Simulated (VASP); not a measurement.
Band structure of InP (zinc blende). Method: vdW-DF2, VASP's PBE PAW potentials (set 64) (plane waves; VASP).

Unless said otherwise, spin-orbit coupling is left out, though it shifts the bands of the heavy elements here.

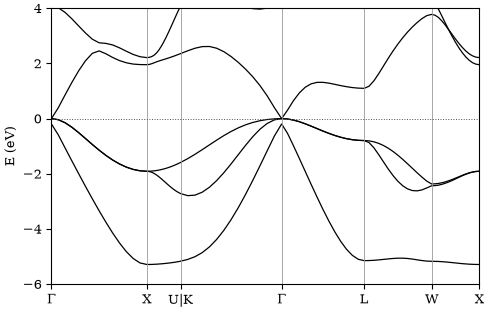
*Bands along high-symmetry lines, zero at the valence-band maximum or, without a gap, the Fermi level*

Question: Read the plot: is there a gap, and where are the band edges?

Answer: It has no gap at this level: it comes out as a metal or semimetal. (Edges off the drawn lines would not show.)

Measured: gap 1.47 eV (computed value off by -1.47 eV), as given by Wei Chen et al., Physical Review Materials (2018), doi:10.1103/physrevmaterials.2.073803 [zero-point renormalisation of 0.05 eV added back (the table's ZPR column)].

The compound is InP in the zinc blende structure. It was relaxed first, which changed the volume by +13 %.
